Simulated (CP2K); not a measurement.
Consider 5-cyanopyrimidine at its PBE geometry (Å).

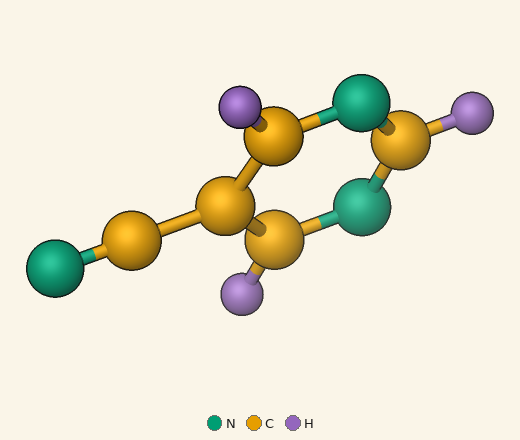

The molecule (nitrogen teal, carbon orange, hydrogen purple).

```xyz
11

N     3.3629    0.1343    0.1852
C     2.1976    0.0991    0.1188
C     0.7734    0.0397    0.0407
C     0.0903   -1.1905   -0.0001
N    -1.2443   -1.2629   -0.0747
C    -1.8952   -0.0867   -0.1087
N    -1.3561    1.1451   -0.0703
C    -0.0218    1.2005    0.0064
H     0.6425   -2.1322    0.0311
H    -2.9841   -0.1385   -0.1730
H     0.4347    2.1919    0.0448
```

Method: CP2K XAS_TDP, all-electron GAPW, PBEh(45%), aug-cc-pVDZ, TDA, GW2X-corrected core level, no relativity.

Predict the bright core excitations at the C K edge.

Leading lines: C2 288.49 eV, C3 287.39 eV, C4 287.28 eV and C6 287.44 eV. The leading line of an atom is its first one with 35 % of the strongest within 2.5 eV of its lowest line over the strength cut. Core ionisation energies at this level: C3 293.70, C4 294.53, C2 294.32 and C6 294.61 eV.

The first six lines of each atom with a strength over 0.0015:

```tsv
atom	energy (eV)	states	strength, one atom	above the computed threshold
C2 (bonded to C and N)	288.49	1	0.0331	
	288.93	1	0.0534	
	291.86	1	0.0277	
	294.03	1	0.0017	
	294.67	1	0.0020	yes
	294.72	1	0.0042	yes
C3 (bonded to 3 C)	287.39	1	0.0393	
	291.63	1	0.0082	
	292.20	1	0.0121	
	292.70	1	0.0095	
	292.85	1	0.0020	
	294.05	1	0.0112	yes
C4 (bonded to C, N and H), 2 alike	287.28	1	0.0598	
	292.23	1	0.0142	
	292.82	1	0.0039	
	293.28	1	0.0069	
	293.74	1	0.0031	
	294.27	1	0.0040	
C6 (bonded to 2 N and H)	287.44	1	0.0602	
	292.42	1	0.0134	
	293.30	1	0.0041	
	293.44	1	0.0047	
	293.87	1	0.0057	
	294.68	1	0.0016	yes
```

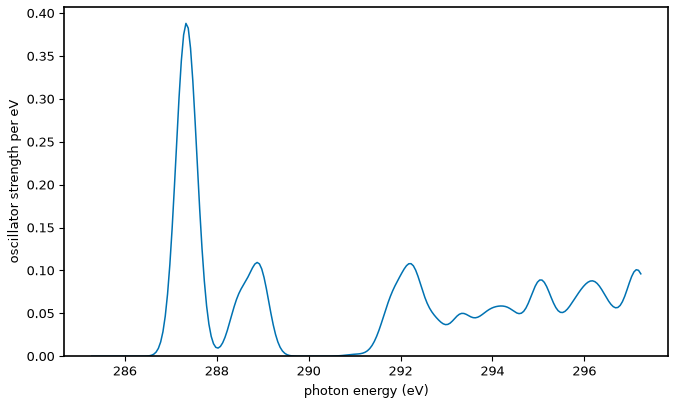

All atoms added, broadened by 0.5 eV.

Lines are vertical, at one geometry, with no vibrational structure. GW2X ionisation energies and lines can be off by 1 to 2 eV either way, and a good line position may hide errors that cancel. These values hold no scalar relativity, about 0.1 eV for C 1s. Rydberg lines, and the discretised continuum above threshold, depend on the basis and the box.

[Banner, clock and machine lines of the logs are left out without a mark of their own.]

[Logs are printed without paths, hosts, clocks, repeated set-up lines and the standing remarks that a program may print on its own settings, such as how far it seeks lower states.]

[Hosts, paths, dates, database ids (printed as entryN), source tags and the programs' standing remarks are cut or masked in the printed files.]
